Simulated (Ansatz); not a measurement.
# GeNH4Cl (SMILES [NH2][GeH2][Cl]): B3LYP/cc-pVDZ

What is the electronic atomisation energy of GeNH4Cl at B3LYP/cc-pVDZ? 

Program for the calculation: Ansatz 0.2.0.

68 further runs of the same task are left out: 68 set aside as unsound or not needed.

### Step 1. The system as given

GeNH4Cl: 7 atoms, total charge 0, spin state singlet. SMILES: `[NH2][GeH2][Cl]`. The coordinates come from a PBE0-D4/def2-TZVP relaxation. This is one conformer, not always the lowest.

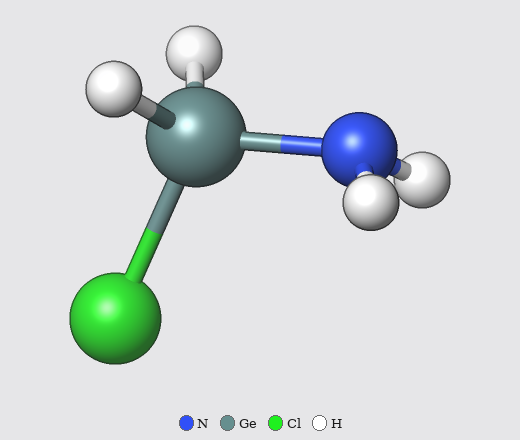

The structure, seen from a chosen angle (nitrogen blue, germanium teal, chlorine green, hydrogen white).

### Step 2. A single-point energy at B3LYP/cc-pVDZ

The input, input.yaml:

```yaml
crystal:
  periodic: [false, false, false]
  atoms:
    - {symbol: "N", position_ang: [-0.792900, 0.515500, -0.722700]}
    - {symbol: Ge, position_ang: [0.579900, 0.003300, 0.353200]}
    - {symbol: Cl, position_ang: [0.394500, -2.054600, 1.034500]}
    - {symbol: H, position_ang: [-1.700900, 0.526800, -0.279600]}
    - {symbol: H, position_ang: [-0.858900, 0.014700, -1.597700]}
    - {symbol: H, position_ang: [0.559300, 0.864900, 1.617200]}
    - {symbol: H, position_ang: [1.880200, 0.061300, -0.450600]}
basis:
  gaussian:
    orbitals: cc-pVDZ
accuracy: high
hamiltonian:
  xc: {name: B3LYP}
output: {orbitals: {seedname: orbitals}}
```

On the command line:

```bash
$ ansatz run input.yaml --threads 1 --pin off --max-ram 3480MiB --events-out events.jsonl --progress --plain --runs-dir runs
```

What it wrote:

```text
Warning: RAYON_NUM_THREADS=1 ignored (pool sized by the plan → 1); use --threads N
Functional definition: B3LYP
  name "B3LYP"
  parameter a0 = 0.2
  parameter ax = 0.72
  parameter ac = 0.81
  exchange = (1 - a0 - ax)*slater_x + ax*b88_x + a0*exact_x
  correlation = (1 - ac)*vwn_rpa_c + ac*lyp_c
1818 factors; integrals over basis functions are off by at most 4.5e-9 eV
mean field evaluation 1: about -70592.5127 eV, gradient 5.4e1 eV
mean field evaluation 2: about -70577.4528 eV, gradient 9.2e1 eV
mean field evaluation 4: about -70598.2812 eV, gradient 4.3e0 eV
mean field evaluation 8: about -70598.4261 eV, gradient 2.0e-1 eV
mean field evaluation 16: about -70598.4262 eV, gradient 7.6e-6 eV
mean field -70598.42621423 eV, -2594.4443100408 hartree, gradient 8.4e-8 eV, S^2 0.000000; 0 other end points of the search recorded, 0 dependent functions left out
reference -70598.42625189 eV, -2594.4443114250 hartree; 30, 30 occupied and 49, 49 virtual orbitals, 1818 factors
Total energy: -70598.42625189 eV, -2594.4443114250 hartree
```

It took 8.4 s on 1 thread of Arm Neoverse V1, shared host; peak memory 0.28 GiB.

### Step 3. The Cl atom at the same level

The input, molecule.yaml:

```yaml
crystal:
  periodic: [false, false, false]
  atoms:
    - {symbol: Cl, position_ang: [0.000000, 0.000000, 0.000000]}
basis:
  gaussian:
    orbitals: cc-pVDZ
magnetization:
  spin_polarized: true
  initial_magnetization: 1
hamiltonian:
  xc: {name: B3LYP}
accuracy: high
```

On the command line:

```bash
$ ansatz run molecule.yaml --threads 1 --pin off --max-ram 3480MiB --events-out events.jsonl --progress --plain --runs-dir runs
```

What it wrote (excerpt; [...] marks lines left out):

```text
Warning: RAYON_NUM_THREADS=1 ignored (pool sized by the plan → 1); use --threads N
[... 7 set-up lines as earlier in the session ...]
141 factors; integrals over basis functions are off by at most 3.0e-9 eV
mean field evaluation 1: about -12521.4902 eV, gradient 3.0e0 eV
mean field evaluation 2: about -12521.5420 eV, gradient 1.1e0 eV
mean field evaluation 4: about -12521.5490 eV, gradient 3.5e-1 eV
mean field evaluation 8: about -12521.5497 eV, gradient 1.3e-4 eV
mean field evaluation 16: about -12521.5497 eV, gradient 4.4e-9 eV
mean field -12521.54968081 eV, -460.1584633586 hartree, gradient 4.4e-9 eV, S^2 0.751824; 0 other end points of the search recorded, 0 dependent functions left out
reference -12521.54970315 eV, -460.1584641797 hartree; 9, 8 occupied and 9, 10 virtual orbitals, 141 factors
Total energy: -12521.54970315 eV, -460.1584641797 hartree
```

Wall time 0.8 s (1 thread of Arm Neoverse V1, shared host).

### Step 4. The Ge atom

The input, input.yaml:

```yaml
crystal:
  periodic: [false, false, false]
  atoms:
    - symbol: Ge
      position_ang: [0.000000, 0.000000, 0.000000]
basis:
  gaussian:
    orbitals: cc-pVDZ
magnetization:
  spin_polarized: true
  initial_magnetization: 2
accuracy: high
hamiltonian:
  xc: {name: B3LYP}
```

Run the same way, it converges to -2076.93718 Eh (log not shown).

### Step 5. The H atom at the same level

The input, in.yaml:

```yaml
crystal:
  periodic: [false, false, false]
  atoms:
    - {symbol: H, position_ang: [0.000000, 0.000000, 0.000000]}
basis:
  gaussian:
    orbitals: cc-pVDZ
magnetization:
  spin_polarized: true
  initial_magnetization: 1
hamiltonian:
  xc: {name: B3LYP}
accuracy: high
```

Run the same way, it converges to -0.50126 Eh (log not shown).

### Step 6. The N atom at the same level

The input, in.yaml:

```yaml
crystal:
  periodic: [false, false, false]
  atoms:
    - {symbol: N, position_ang: [0.000000, 0.000000, 0.000000]}
basis:
  gaussian:
    orbitals: cc-pVDZ
magnetization:
  spin_polarized: true
  initial_magnetization: 3
hamiltonian:
  xc: {name: B3LYP}
accuracy: high
```

On the command line:

```bash
$ ansatz run in.yaml --threads 1 --pin off --max-ram 3480MiB --events-out events.jsonl --progress --plain --runs-dir runs
```

What it wrote (excerpt; [...] marks lines left out):

```text
Warning: RAYON_NUM_THREADS=1 ignored (pool sized by the plan → 1); use --threads N
[... 7 set-up lines as earlier in the session ...]
96 factors; integrals over basis functions are off by at most 1.2e-9 eV
mean field evaluation 1: about -1485.3279 eV, gradient 5.0e0 eV
mean field evaluation 2: about -1485.4093 eV, gradient 2.7e0 eV
mean field evaluation 4: about -1485.4463 eV, gradient 7.0e-2 eV
mean field evaluation 8: about -1485.4461 eV, gradient 1.1e-4 eV
mean field -1485.44605953 eV, -54.5891358163 hartree, gradient 1.9e-9 eV, S^2 3.751946; 0 other end points of the search recorded, 0 dependent functions left out
reference -1485.44607768 eV, -54.5891364831 hartree; 5, 2 occupied and 9, 12 virtual orbitals, 96 factors
Total energy: -1485.44607768 eV, -54.5891364831 hartree
```

Wall time 0.32 s (1 thread of Arm Neoverse V1, shared host).

### Step 7. Summary of results

At B3LYP/cc-pVDZ:

```
                     quantity           value
       molecule: total energy  -2594.44431 Eh
        molecule: HOMO energy        -7.41 eV
        molecule: LUMO energy         0.27 eV
      molecule: HOMO–LUMO gap         7.68 eV
        Cl atom: total energy   -460.15846 Eh
                Cl atom: ⟨S²⟩           0.752
        Ge atom: total energy  -2076.93718 Eh
                Ge atom: ⟨S²⟩           2.002
         H atom: total energy     -0.50126 Eh
                 H atom: ⟨S²⟩           0.750
         N atom: total energy    -54.58914 Eh
                 N atom: ⟨S²⟩           3.752
electronic atomisation energy       20.531 eV
```

In words: Taking the molecule apart into free atoms costs 20.53 eV (1981 kJ/mol), before zero-point energy and without spin-orbit coupling.
